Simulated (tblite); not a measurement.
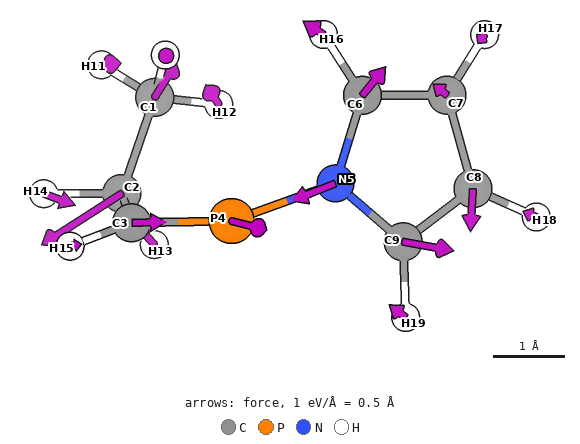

Starting geometry of C7H10NP with the computed forces as purple arrows. A ball-and-stick model, seen from a free direction.

Computed with tblite, GFN2-xTB geometry optimisation, gas phase. 

> What follows when this structure is relaxed?

It isn't relaxed: the largest force vector, on a C atom, is 3.34 eV/Å. The final displacements have little in common with the starting forces (cosine between the two patterns 0.08). Over 197 geometry steps the energy falls by 20.4 kcal/mol. An H atom moves most after the best rigid fit: 2.73 Å. By element the largest moves are H 2.73 Å, C 1.19 Å, P 0.83 Å, N 0.35 Å. Among the contacts that change: N–P 1.798 → 1.727 Å, C–H 1.148 → 1.092 Å, C–C 1.490 → 1.528 Å, C–C 1.458 → 1.491 Å. Among the angles between lasting bonds that change: C–P–N 117.7° → 103.4°, C–C–H 123.0° → 130.4°, N–C–H 128.1° → 120.7°. Groups turn about C–C by about 85°, N–P by about 50°, C–C by about 40°. The run took 1.2 s on 1 thread of Intel(R) Xeon(R) 6975P-C, with other jobs on the host.
